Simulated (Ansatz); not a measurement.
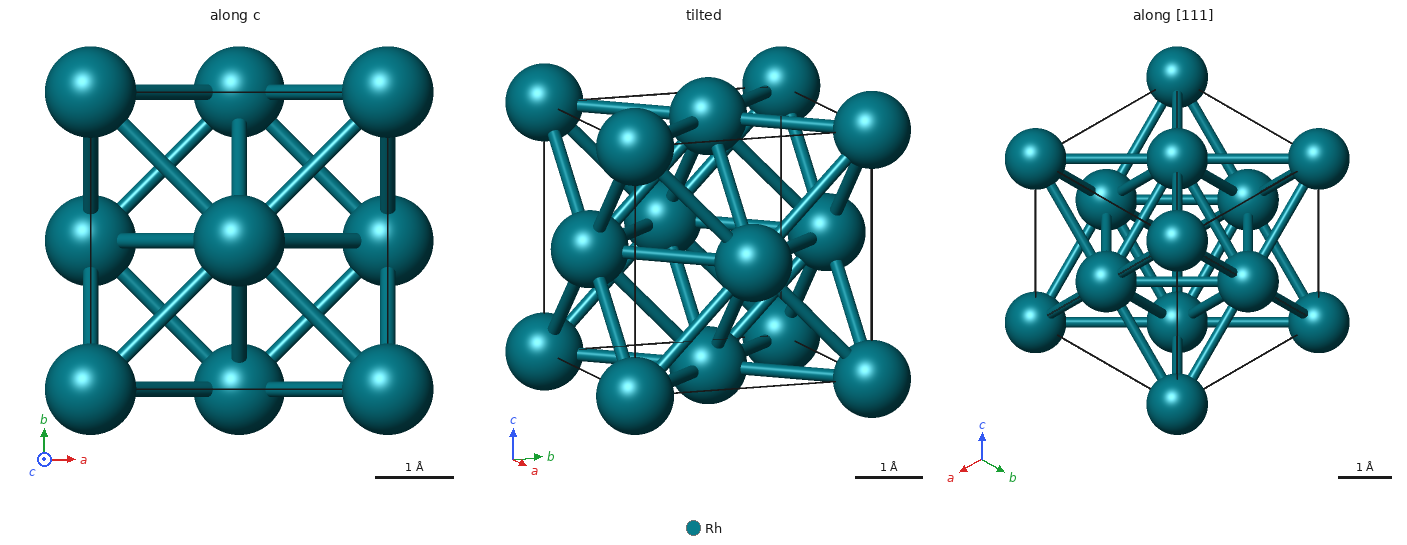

The figure gives a ball-and-stick picture of the atoms, viewed along the c axis, slightly off an axis and along [111]. Atoms at the boundary of the conventional unit cell (the box) are drawn once for each face, edge or corner they touch.

Cell parameters: a = 3.830 Å, b = 3.830 Å, c = 3.830 Å, α = 90.00°, β = 90.00°, γ = 90.00°.

Question: How many atoms make up the cell?

Answer: 4 (rhodium), counting shared atoms by their share.

Question: Which of the Bravais lattices applies?

Answer: Face-centred cubic.

Question: What space-group symmetry does the structure have?

Answer: Fm-3m (No. 225), with Rh on 4a.

Question: What structure family is shown?

Answer: Face-centred cubic (Cu type).

Question: What extended units do the bonds make?

Answer: The bonds build a three-dimensional framework.

It goes back to the standard structure of this element. Earlier steps of the study may have refined or changed the cell and positions. A calculation with Ansatz used it as input.
